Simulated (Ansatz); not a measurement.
System: CaTiSnO₆.

Input

```
crystal:
  lattice:
    - [5.651549, 2.410698, -3.052748]
    - [2.329201, 4.906168, 2.144372]
    - [5.499646, -2.920894, 2.238747]
  atoms:
    - { symbol: O, position: [0.2722310022, 0.461288576, 0.6416585374] }
    - { symbol: O, position: [0.8194144211, 0.6625188031, 0.6693038785] }
    - { symbol: O, position: [0.7722586077, 0.4612880087, 0.1416528993] }
    - { symbol: O, position: [0.3194050723, 0.6625228952, 0.1693032471] }
    - { symbol: O, position: [0.6404181831, 0.952086116, 0.0993184662] }
    - { symbol: O, position: [0.1404917619, 0.9520865008, 0.5992567934] }
    - { symbol: O, position: [0.3621752061, 0.0175646217, 0.8965951163] }
    - { symbol: O, position: [0.6923531584, 0.3348586354, 0.8456601929] }
    - { symbol: O, position: [0.8622565032, 0.0175424424, 0.3965328166] }
    - { symbol: O, position: [0.1923623558, 0.3348308497, 0.3456523222] }
    - { symbol: O, position: [0.7214836323, 0.5679681156, 0.3515904458] }
    - { symbol: O, position: [0.2214745663, 0.5679870794, 0.8515805889] }
    - { symbol: Ca, position: [0.4956606188, 0.0007191169, 0.5032311203] }
    - { symbol: Ca, position: [0.9955863319, 0.000750683, 0.0031739847] }
    - { symbol: Ti, position: [0.6049589165, 0.7066741846, 0.9700334203] }
    - { symbol: Ti, position: [0.1049662193, 0.7066736073, 0.4700306078] }
    - { symbol: Sn, position: [0.8967082185, 0.294712233, 0.5240812788] }
    - { symbol: Sn, position: [0.3967087951, 0.2947199871, 0.0240636342] }
basis:
  ecutwfc: 420
kpoints:
  mp_grid: { grid: [6, 7, 6] }
hamiltonian:
  xc: pbesol
scf:
  occupations: { method: gaussian, width: 0.1 }
  n_extra_bands: 9
output:
  forces: true
  stress: true
  eigenvalues: true
  populations: true
  dos:
    method: { smearing: { sigma: 0.1, scheme: gaussian } }
    projected: true
    de: 0.02
  write_density: true
  write_potential: true
  elf: true
  volumetric_format: npy
```

Command:

```sh
ansatz run input.yaml --threads 4 --pin off --max-ram 9216MiB --backend cpu --events-out ev --progress --plain --runs-dir out
```

Space group P1; a generated structure, not necessarily the stable one; computed without spin polarisation.

Method: DFT PBEsol, scalar-relativistic, plane waves, PAW (Ansatz 0.2.0).

> Predict the valence pseudo-density and electron localisation function between the atoms.

O–O (1.42 Å): ρ at the midpoint is about 2.1 e/Å³; the ELF peaks at about 0.75 between the atoms.
Ti–O (1.88 Å): ρ is about 0.9 e/Å³ halfway; the ELF peaks at about 0.80 in the valence shell of O, 0.6 Å from its nucleus, and is about 0.25 at the midpoint; no shared electron pair shows on this line.
Sn–O (2.02 Å): ρ at the midpoint is about 0.73 e/Å³; the ELF peaks at about 0.80 in the valence shell of O, 0.6 Å from its nucleus, and is about 0.25 at the midpoint; no localised pair shows between them.

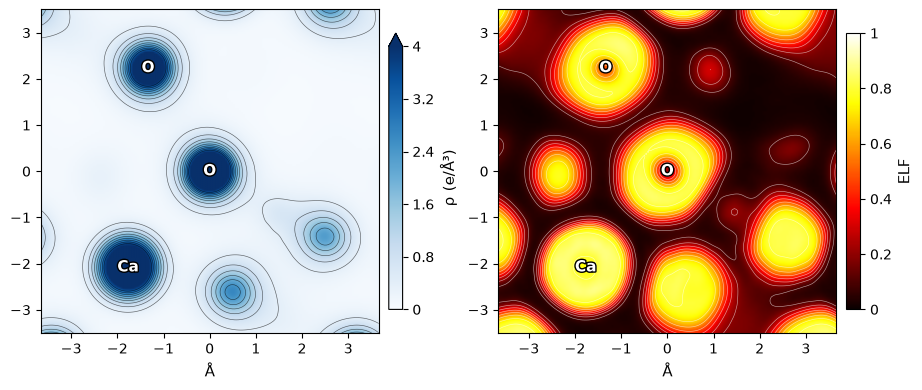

Computed valence pseudo-density and electron localisation function on the (110) plane of the calculation cell, in this order. Atoms just off the plane (O, 0.5 Å away and Ti, 0.9 Å away) can leave unmarked features too.

In a PAW calculation such maps are meaningful between the atoms, not at the nuclei.
